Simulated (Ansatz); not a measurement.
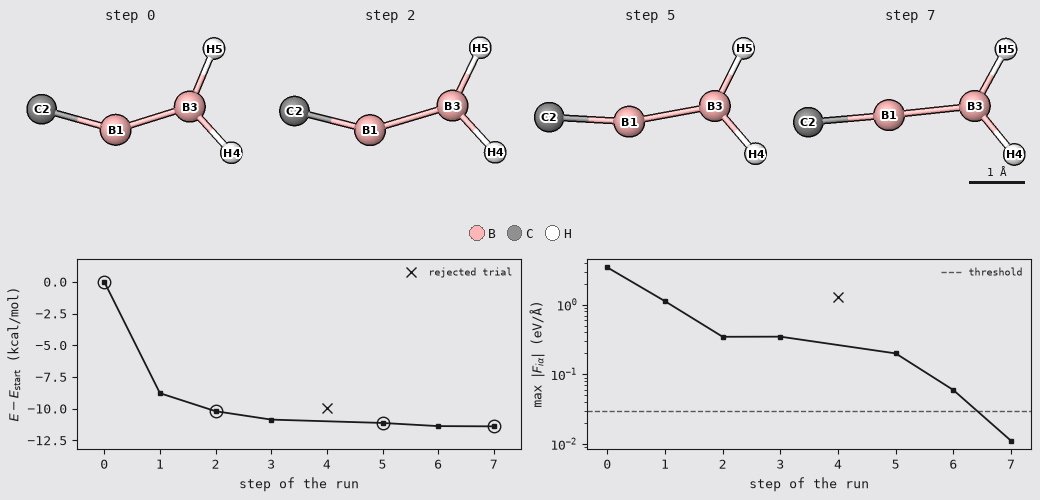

Frames of a relaxation of CH2B2, marked on the history of the run. The picture is a ball-and-stick view, seen at a tilt.

It is one of the separated reactants of a reaction.

Computed with RKS PBE-D4/def2-SVP in Ansatz 0.2.0. Settings: force threshold 0.03 eV/Å; at most 250 steps.

Question: What happens along the run?

Answer: C2 moves most after the best rigid fit: 0.34 Å. By element the largest moves are C 0.34 Å, B 0.32 Å, H 0.22 Å. Among the contacts that change: B1–B3 1.425 → 1.589 Å, B1–C2 1.447 → 1.495 Å, B3–H5 1.196 → 1.224 Å, B3–H4 1.211 → 1.223 Å. Bond angles that change, for instance: C2–B1–B3 145.5° → 178.8°, B1–B3–H4 113.8° → 123.2°, B1–B3–H5 127.7° → 121.7°. The energy falls by 11.4 kcal/mol in 6 accepted moves (7 points after the start). Largest force component: 3.4 eV/Å at the start, 0.011 eV/Å at the end. The line search rejected the trial step at point 4 of the run. From step 0 to 2: C2 moves most (0.14 Å), energy −10.2 kcal/mol. From step 2 to 5: B1 moves most (0.17 Å), energy −0.93 kcal/mol. From step 5 to 7: B1 moves most (0.13 Å), energy −0.27 kcal/mol.

```csv
step,"E − E(0), kcal/mol","largest force component, eV/Å",note
0,0.00,3.4341,
1,-8.78,1.1237,
2,-10.20,0.3466,
3,-10.86,0.3481,
4,-9.91,1.3013,rejected
5,-11.12,0.2001,
6,-11.37,0.0596,
7,-11.39,0.0111,
```
